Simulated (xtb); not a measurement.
Geometry relaxation of C3H10GeP (charge −1) (part 3 of 4)

Continued. System: C3H10GeP, charge −1. Method: GFN2-xTB (xtb 6.7.1). 

Geometry of the input (Å):
```
C  2.1728  -0.7133  -0.3618
C  0.6518  -0.5766  0.2193
C  -0.3080  -0.2613  -0.9085
Ge -2.2305  -0.2569  0.0762
P  -1.7145  1.7789  1.2694
H  2.9468  -0.9019  0.3569
H  2.4373  0.3126  -0.8554
H  2.2678  -1.4478  -1.1985
H  0.5443  -1.4876  0.6722
H  0.7747  0.2464  1.0194
H  -0.2838  -0.9773  -1.6179
H  -0.2057  0.6494  -1.3722
H  -2.9228  0.6185  -1.0884
H  -1.4590  1.0667  2.4899
H  -3.0280  1.9102  1.5848
```

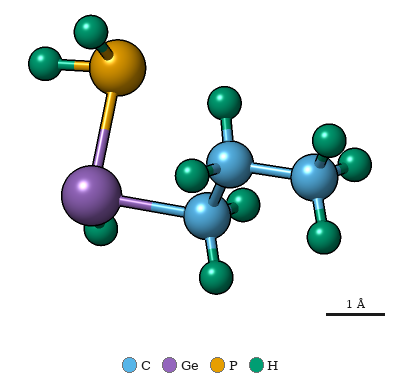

The geometry at step 3 of the log (ball-and-stick view, seen at a tilt).

**Log, continued**
```
 iter      E             dE          RMSdq      gap      omega  full diag
   1    -16.3524569 -0.163525E+02  0.607E-03    3.73       0.0  T
   2    -16.3524569 -0.336122E-08  0.360E-03    3.73       7.2  T
   3    -16.3524569  0.487322E-09  0.792E-04    3.73      32.6  T
   4    -16.3524569 -0.300151E-09  0.466E-04    3.73      55.4  T
     SCC iter.                  ...        0 min,  0.005 sec
     gradient                   ...        0 min,  0.007 sec
 * total energy  :   -16.1812955 Eh     change       -0.5673351E-06 Eh
   gradient norm :     0.0003687 Eh/α   predicted    -0.2622122E-06 ( -53.78%)
   displ. norm   :     0.0057290 α      lambda       -0.4491037E-06
   maximum displ.:     0.0030126 α      in ANC's #1, #5, #3, ...

   *** GEOMETRY OPTIMIZATION CONVERGED AFTER 19 ITERATIONS ***

------------------------------------------------------------------------
 total energy gain   :        -0.0311319 Eh      -19.5355 kcal/mol
 total RMSD          :         0.1427086 a0        0.0755 Å
 total power (kW/mol):        -4.3019320 (step) -240.9537 (real)
------------------------------------------------------------------------

 ANCopt (total)                0 d,  0 h,  0 min,  0.339 sec
 optimizer setup                ...        0 min,  0.000 sec (  0.039%)
 model hessian                  ...        0 min,  0.005 sec (  1.408%)
 ANC generation                 ...        0 min,  0.001 sec (  0.164%)
 coordinate transformation      ...        0 min,  0.000 sec (  0.098%)
 single point calculation       ...        0 min,  0.326 sec ( 95.960%)
 optimization log               ...        0 min,  0.002 sec (  0.689%)
 hessian update                 ...        0 min,  0.000 sec (  0.096%)
 rational function              ...        0 min,  0.004 sec (  1.084%)

================
 final structure:
================
$coord
        4.07000465135508       -1.23355504813036       -0.77150982437167      c
        1.41527487598684       -1.07782231814762        0.35412439157292      c
       -0.62052878612850       -0.52325132729958       -1.58421836312750      c
       -4.12288291939669       -0.47482682179110        0.12531378545141      ge
       -3.28467156988440        3.30486186176896        2.43613777915259      p
        5.48561444640171       -1.62241215176996        0.67912230891720      h
        4.55566349059408        0.54353538337507       -1.69100345410794      h
        4.16093492889660       -2.73115092006796       -2.18497849815763      h
        0.98726500663958       -2.86473885086877        1.31306261474036      h
        1.37612867484569        0.41205426994660        1.78959225958246      h
       -0.56759760313128       -1.97935246090430       -3.06228063066538      h
       -0.20966618515035        1.27591425797621       -2.50640200915484      h
       -5.36591204363374        1.21553751412112       -2.17837835526698      h
       -2.77651655944987        2.07450946845514        4.68651514334232      h
       -5.77736468921175        3.60537266000956        3.13415509901570      h
$eht charge=-1 unpaired=0
$end

 Bond Distances (Angstroems)
 ---------------------------
C1-C2=1.5281         C1-H6=1.0921         C1-H7=1.0896         C1-H8=1.0908         C2-C1=1.5281         C2-C3=1.5162
C2-H9=1.0968         C2-H10=1.0950        C3-C2=1.5162         C3-Ge4=2.0625        C3-H11=1.0983        C3-H12=1.0917
Ge4-C3=2.0625        Ge4-P5=2.3859        Ge4-H13=1.6489       P5-Ge4=2.3859        P5-H14=1.3836        P5-H15=1.3790
H6-C1=1.0921         H7-C1=1.0896         H8-C1=1.0908         H9-C2=1.0968         H10-C2=1.0950        H11-C3=1.0983
H12-C3=1.0917        H13-Ge4=1.6489       H14-P5=1.3836        H15-P5=1.3790
 C  H  Rav=1.0935 sigma=0.0030  Rmin=1.0896  Rmax=1.0983     7
 C  C  Rav=1.5221 sigma=0.0060  Rmin=1.5162  Rmax=1.5281     2
 P  H  Rav=1.3813 sigma=0.0023  Rmin=1.3790  Rmax=1.3836     2
 Ge H  Rav=1.6489 sigma=0.0000  Rmin=1.6489  Rmax=1.6489     1
 Ge C  Rav=2.0625 sigma=0.0000  Rmin=2.0625  Rmax=2.0625     1
 Ge P  Rav=2.3859 sigma=0.0000  Rmin=2.3859  Rmax=2.3859     1

 selected bond angles (degree)
 --------------------
H6-C1-C2=111.52                H7-C1-C2=110.14                H7-C1-H6=108.34                H8-C1-C2=110.31
H8-C1-H6=108.35                H8-C1-H7=108.09                C3-C2-C1=113.57                H9-C2-C1=108.89
H9-C2-C3=109.46                H10-C2-C1=109.06               H10-C2-C3=108.45               H10-C2-H9=107.21
Ge4-C3-C2=110.13               H11-C3-C2=109.14               H11-C3-Ge4=110.12              H12-C3-C2=109.25
H12-C3-Ge4=111.36              H12-C3-H11=106.76              P5-Ge4-C3= 93.91               H13-Ge4-C3= 92.35
H13-Ge4-P5= 89.90              H14-P5-Ge4= 94.75              H15-P5-Ge4= 93.22              H15-P5-H14= 90.55

 selected dihedral angles (degree)
 ---------------------------------
C3-C2-C1-H6=179.63            C3-C2-C1-H7= 59.30            C3-C2-C1-H8=300.07            H9-C2-C1-H6=301.87
H9-C2-C1-H7=181.54            H9-C2-C1-H8= 62.31            H10-C2-C1-H6= 58.55           H10-C2-C1-H7=298.23
H10-C2-C1-H8=179.00           Ge4-C3-C2-C1=178.12           Ge4-C3-C2-H9= 56.20           Ge4-C3-C2-H10=299.54
H11-C3-C2-C1= 57.13           H11-C3-C2-H9=295.20           H11-C3-C2-H10=178.54          H12-C3-C2-C1=300.73
H12-C3-C2-H9=178.81           H12-C3-C2-H10= 62.15          P5-Ge4-C3-C2= 68.72           P5-Ge4-C3-H11=189.13
P5-Ge4-C3-H12=307.36          H13-Ge4-C3-C2=158.78          H13-Ge4-C3-H11=279.19         H13-Ge4-C3-H12= 37.42
H14-P5-Ge4-C3=258.90          H14-P5-Ge4-H13=166.56         H15-P5-Ge4-C3=168.08          H15-P5-Ge4-H13= 75.74
           -------------------------------------------------
          |                Final Singlepoint                |
           -------------------------------------------------

          ...................................................
          :                      SETUP                      :
          :.................................................:
          :  # basis functions                  42          :
          :  # atomic orbitals                  40          :
          :  # shells                           22          :
          :  # electrons                        32          :
          :  max. iterations                   250          :
          :  Hamiltonian                  GFN2-xTB          :
          :  restarted?                      false          :
          :  GBSA solvation                  false          :
          :  PC potential                    false          :
          :  electronic temp.          300.0000000     K    :
          :  accuracy                    1.0000000          :
          :  -> integral cutoff          0.2500000E+02      :
          :  -> integral neglect         0.1000000E-07      :
          :  -> SCF convergence          0.1000000E-05 Eh   :
          :  -> wf. convergence          0.1000000E-03 e    :
          :  Broyden damping             0.4000000          :
          :  net charge                         -1          :
          :  unpaired electrons                  0          :
          ...................................................

 iter      E             dE          RMSdq      gap      omega  full diag
   1    -16.3524569 -0.163525E+02  0.260E-04    3.73       0.0  T
   2    -16.3524569 -0.489919E-11  0.195E-04    3.73     132.3  T
   3    -16.3524569  0.906297E-11  0.161E-04    3.73     160.7  T

   *** convergence criteria satisfied after 3 iterations ***

         #    Occupation            Energy/Eh            Energy/eV
      -------------------------------------------------------------
         1        2.0000           -0.4763602             -12.9624
       ...           ...                  ...                  ...
        10        2.0000           -0.2829254              -7.6988
        11        2.0000           -0.2814146              -7.6577
        12        2.0000           -0.2685473              -7.3075
        13        2.0000           -0.2493214              -6.7844
        14        2.0000           -0.2047843              -5.5725
        15        2.0000           -0.1888419              -5.1386
        16        2.0000           -0.1567472              -4.2653 (HOMO)
        17                         -0.0196044              -0.5335 (LUMO)
        18                          0.0125119               0.3405
        19                          0.0382605               1.0411
        20                          0.0973498               2.6490
        21                          0.1370004               3.7280
       ...                                ...                  ...
        40                          1.2303484              33.4795
      -------------------------------------------------------------
                  HL-Gap            0.1371427 Eh            3.7318 eV
             Fermi-level           -0.0881758 Eh           -2.3994 eV

 SCC (total)                   0 d,  0 h,  0 min,  0.015 sec
 SCC setup                      ...        0 min,  0.000 sec (  0.932%)
 Dispersion                     ...        0 min,  0.000 sec (  0.561%)
 classical contributions        ...        0 min,  0.000 sec (  0.210%)
 integral evaluation            ...        0 min,  0.003 sec ( 19.753%)
 iterations                     ...        0 min,  0.004 sec ( 25.308%)
 molecular gradient             ...        0 min,  0.008 sec ( 51.701%)
 printout                       ...        0 min,  0.000 sec (  1.357%)

         :::::::::::::::::::::::::::::::::::::::::::::::::::::
         ::                     SUMMARY                     ::
         :::::::::::::::::::::::::::::::::::::::::::::::::::::
         :: total energy             -16.181295516743 Eh    ::
         :: gradient norm              0.000369091169 Eh/a0 ::
         :: HOMO-LUMO gap              3.731844030814 eV    ::
         ::.................................................::
         :: SCC energy               -16.352440056315 Eh    ::
         :: -> isotropic ES            0.100440910277 Eh    ::
         :: -> anisotropic ES          0.003171740269 Eh    ::
         :: -> anisotropic XC          0.007971562050 Eh    ::
         :: -> dispersion             -0.012053951755 Eh    ::
         :: repulsion energy           0.171144539573 Eh    ::
         :: add. restraining           0.000000000000 Eh    ::
         :: total charge              -1.000000000000 e     ::
         :::::::::::::::::::::::::::::::::::::::::::::::::::::

           -------------------------------------------------
          |                Property Printout                |
           -------------------------------------------------

    * Orbital Energies and Occupations

         #    Occupation            Energy/Eh            Energy/eV
      -------------------------------------------------------------
         1        2.0000           -0.4763602             -12.9624
       ...           ...                  ...                  ...
         4        2.0000           -0.3983841             -10.8406
         5        2.0000           -0.3760183             -10.2320
         6        2.0000           -0.3703482             -10.0777
         7        2.0000           -0.3501564              -9.5282
         8        2.0000           -0.3272313              -8.9044
         9        2.0000           -0.3154419              -8.5836
        10        2.0000           -0.2829254              -7.6988
        11        2.0000           -0.2814146              -7.6577
        12        2.0000           -0.2685473              -7.3075
        13        2.0000           -0.2493214              -6.7844
        14        2.0000           -0.2047843              -5.5725
        15        2.0000           -0.1888419              -5.1386
        16        2.0000           -0.1567472              -4.2653 (HOMO)
        17                         -0.0196044              -0.5335 (LUMO)
        18                          0.0125119               0.3405
        19                          0.0382605               1.0411
        20                          0.0973498               2.6490
        21                          0.1370004               3.7280
        22                          0.1748640               4.7583
        23                          0.1951540               5.3104
        24                          0.2370831               6.4514
        25                          0.2494887               6.7889
        26                          0.2832257               7.7070
        27                          0.2849796               7.7547
       ...                                ...                  ...
        40                          1.2303484              33.4795
      -------------------------------------------------------------
                  HL-Gap            0.1371427 Eh            3.7318 eV
             Fermi-level           -0.0881758 Eh           -2.3994 eV

     #   Z          covCN         q      C6AA      α(0)
     1   6 c        3.750    -0.081    22.111     6.706
     2   6 c        3.812    -0.030    21.097     6.538
     3   6 c        3.688    -0.123    23.077     6.876
     4  32 ge       2.668     0.093   219.875    28.932
     5  15 p        2.885    -0.524   186.032    24.509
     6   1 h        0.924    -0.005     3.143     2.772
     7   1 h        0.925     0.013     2.844     2.637
     8   1 h        0.924     0.007     2.946     2.684
     9   1 h        0.924    -0.013     3.293     2.838
    10   1 h        0.924     0.007     2.933     2.678
    11   1 h        0.923    -0.052     4.142     3.183
    12   1 h        0.924    -0.022     3.477     2.916
    13   1 h        0.862    -0.241    14.636     5.993
    14   1 h        0.977    -0.019     3.400     2.881
    15   1 h        0.977    -0.009     3.203     2.797

 Mol. C6AA /au·bohr⁶  :       3875.443850
 Mol. C8AA /au·bohr⁸  :     149728.552157
 Mol. α(0) /au        :        104.939945

Wiberg/Mayer (AO) data.
largest (>0.10) Wiberg bond orders for each atom

 ---------------------------------------------------------------------------
     #   Z sym  total        # sym  WBO       # sym  WBO       # sym  WBO
 ---------------------------------------------------------------------------
     1   6 c    3.996 --     2 c    1.007     7 h    0.989     8 h    0.989
                             6 h    0.988
     2   6 c    3.988 --     3 c    1.026     1 c    1.007     9 h    0.982
                            10 h    0.976
     3   6 c    3.905 --     2 c    1.026    12 h    0.981    11 h    0.981
                             4 ge   0.868
     4  32 ge   2.700 --     5 p    0.937    13 h    0.883     3 c    0.868
     5  15 p    3.001 --    15 h    0.985    14 h    0.981     4 ge   0.937
     6   1 h    1.000 --     1 c    0.988
     7   1 h    1.000 --     1 c    0.989
     8   1 h    0.999 --     1 c    0.989
     9   1 h    1.000 --     2 c    0.982
    10   1 h    1.000 --     2 c    0.976
    11   1 h    0.997 --     3 c    0.981
    12   1 h    0.999 --     3 c    0.981
    13   1 h    0.942 --     4 ge   0.883
    14   1 h    1.000 --     5 p    0.981
    15   1 h    1.000 --     5 p    0.985
 ---------------------------------------------------------------------------

Topologies differ in total number of bonds
Writing topology from bond orders to xtbtopo.mol

molecular dipole:
                 x           y           z       tot (Debye)
 q only:        2.533      -1.832      -0.436
   full:        3.282      -1.532      -0.387       9.258
molecular quadrupole (traceless):
                xx          xy          yy          xz          yz          zz
 q only:       -6.476      12.206       2.434       2.351      -6.290       4.042
  q+dip:      -11.017       8.522       3.359       0.995      -7.034       7.658
   full:       -9.500       7.152       1.466       1.047      -5.923       8.034

           -------------------------------------------------
          |                Geometry Summary                 |
           -------------------------------------------------

      molecular mass/u    :      149.7129274
   center of mass at/Å    :       -1.2048114       0.1193329       0.2138303
  moments of inertia/u·Å² :        0.1532729E+03   0.3835174E+03   0.5014127E+03
rotational constants/cm⁻¹ :        0.1099844E+00   0.4395532E-01   0.3362028E-01

 * 11 selected distances

     #   Z          #   Z                                           value/Å
     1   6 c        2   6 c                                       1.5281129 (max)
     2   6 c        3   6 c                                       1.5161846
     1   6 c        6   1 h                                       1.0921448
     1   6 c        7   1 h                                       1.0895634 (min)
     1   6 c        8   1 h                                       1.0907928
     2   6 c        9   1 h                                       1.0967926
     2   6 c       10   1 h                                       1.0950048
     3   6 c       11   1 h                                       1.0983074
     3   6 c       12   1 h                                       1.0917258
     5  15 p       14   1 h                                       1.3835923
     5  15 p       15   1 h                                       1.3790175

 * 3 distinct bonds (by element types)

   Z      Z             #   av. dist./Å        max./Å        min./Å
   1 H    6 C           7     1.0934759     1.0983074     1.0895634
   6 C    6 C           2     1.5221487     1.5281129     1.5161846
   1 H   15 P           2     1.3813049     1.3835923     1.3790175

optimized geometry written to: xtbopt.coord

           -------------------------------------------------
          | TOTAL ENERGY              -16.181295516743 Eh   |
          | GRADIENT NORM               0.000369091169 Eh/α |
          | HOMO-LUMO GAP               3.731844030814 eV   |
           -------------------------------------------------

------------------------------------------------------------------------
------------------------------------------------------------------------
 total:
 *  cpu-time:     0 d,  0 h,  0 min,  0.398 sec
 * ratio c/w:     1.000 speedup
 SCF:
 *  cpu-time:     0 d,  0 h,  0 min,  0.023 sec
 * ratio c/w:     1.000 speedup
 ANC optimizer:
 *  cpu-time:     0 d,  0 h,  0 min,  0.355 sec
 * ratio c/w:     1.000 speedup
```

**Standard error**
```
normal termination of xtb
```

**Trajectory as extended XYZ (Å, eV, eV/Å), 13 of the 19 frames kept, from step=0 to step=18**
```
15
Properties=species:S:1:pos:R:3 step=0 energy=-439.46834
C     2.1728   -0.7133   -0.3618
C     0.6518   -0.5766    0.2193
C    -0.3080   -0.2613   -0.9085
Ge   -2.2305   -0.2569    0.0762
P    -1.7145    1.7789    1.2694
H     2.9468   -0.9019    0.3569
H     2.4373    0.3126   -0.8554
H     2.2678   -1.4478   -1.1985
H     0.5443   -1.4876    0.6722
H     0.7747    0.2464    1.0194
H    -0.2838   -0.9773   -1.6179
H    -0.2057    0.6494   -1.3722
H    -2.9228    0.6185   -1.0884
H    -1.4590    1.0667    2.4899
H    -3.0280    1.9102    1.5848
15
Properties=species:S:1:pos:R:3 step=2 energy=-440.20815
C     2.1686   -0.6651   -0.3950
C     0.7085   -0.5422    0.1957
C    -0.3279   -0.2683   -0.8652
Ge   -2.2148   -0.2493    0.0695
P    -1.7207    1.7571    1.2873
H     2.9340   -0.8949    0.3679
H     2.4461    0.2760   -0.8622
H     2.2487   -1.4453   -1.1649
H     0.5306   -1.5152    0.6891
H     0.7619    0.2279    0.9764
H    -0.2878   -1.0507   -1.6367
H    -0.1833    0.6999   -1.3615
H    -2.9101    0.6434   -1.1089
H    -1.4596    1.0902    2.4781
H    -3.0510    1.8968    1.6156
15
Properties=species:S:1:pos:R:3 step=3 energy=-440.25943
C     2.1667   -0.6556   -0.3996
C     0.7285   -0.5448    0.1882
C    -0.3348   -0.2728   -0.8556
Ge   -2.2097   -0.2478    0.0682
P    -1.7225    1.7504    1.2898
H     2.9232   -0.8868    0.3705
H     2.4466    0.2750   -0.8678
H     2.2396   -1.4445   -1.1549
H     0.5264   -1.5162    0.6912
H     0.7546    0.2238    0.9615
H    -0.2889   -1.0613   -1.6368
H    -0.1732    0.6989   -1.3541
H    -2.9009    0.6528   -1.1193
H    -1.4600    1.0947    2.4751
H    -3.0524    1.8943    1.6289
15
Properties=species:S:1:pos:R:3 step=4 energy=-440.29339
C     2.1641   -0.6513   -0.4010
C     0.7476   -0.5538    0.1808
C    -0.3403   -0.2779   -0.8476
Ge   -2.2043   -0.2472    0.0673
P    -1.7250    1.7447    1.2899
H     2.9091   -0.8750    0.3734
H     2.4456    0.2804   -0.8773
H     2.2280   -1.4451   -1.1466
H     0.5231   -1.5135    0.6921
H     0.7452    0.2229    0.9470
H    -0.2904   -1.0647   -1.6339
H    -0.1605    0.6898   -1.3446
H    -2.8873    0.6620   -1.1321
H    -1.4609    1.0956    2.4745
H    -3.0509    1.8933    1.6436
```
